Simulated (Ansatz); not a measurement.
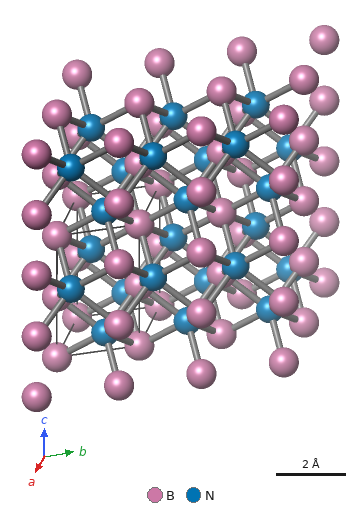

Crystalline BN (built on the NiAs type), before the relaxation. A ball-and-stick model of the cell of the calculation, repeated 2 × 3 × 2 with one cell outlined, seen from a free direction.

Level of theory: DFT, r2SCAN, plane waves, PAW (Ansatz).

Input
```yaml
crystal:
  lattice:
    - [2.5001234334, 0.0, 0.0]
    - [-1.2500617167, 2.1651704059, 0.0]
    - [0.0, 0.0, 4.0222891988]
  atoms:
    - { symbol: B, position: [0.0, 0.0, 0.0] }
    - { symbol: B, position: [0.0, 0.0, 0.5] }
    - { symbol: "N", position: [0.3333333333, 0.6666666667, 0.25] }
    - { symbol: "N", position: [0.6666666667, 0.3333333333, 0.75] }
kpoints:
  mp_grid: { grid: [12, 12, 6] }
hamiltonian:
  xc: r2scan
scf:
  occupations: { method: fermi_dirac, width: 0.02 }
relax:
  f_tol: 0.005
  cell: {}
```

Launched with:
```bash
ansatz run input.yaml --threads 2 --pin off --max-ram 2211MiB --backend cpu --events-out ev --progress --plain --runs-dir out
```

Predict the outcome.

Over 4 accepted moves (5 points after the start) the energy falls by 1.0 meV per atom. All forces vanish by symmetry, so only the cell relaxes. The pressure goes from −4.74 to 0.00 GPa. At 1 point the geometry stayed and the basis and grid were re-selected for the new cell (energy shift of less than 0.05 meV per atom at most each time). No atom moves by more than 0.005 Å relative to the cell. The drawn cell changes as follows: a = b 2.500 → 2.491 Å (−0.4 %), c 4.022 → 4.001 Å (−0.5 %); the volume changes by −1.2 %. Near-neighbour distances that change, for instance: B1–N3 1.759 → 1.752 Å. The space group stays P6_3/mmc (No. 194).

The structure at the end:

```xyz
4
Lattice="2.4913 0.0000 0.0000 -1.2457 2.1576 0.0000 0.0000 0.0000 4.0011" Properties=species:S:1:pos:R:3 pbc="T T T"
B     2.4913    0.0000    4.0011
B     2.4913    0.0000    2.0005
N     0.0000    1.4384    1.0003
N     1.2457    0.7192    3.0008
```
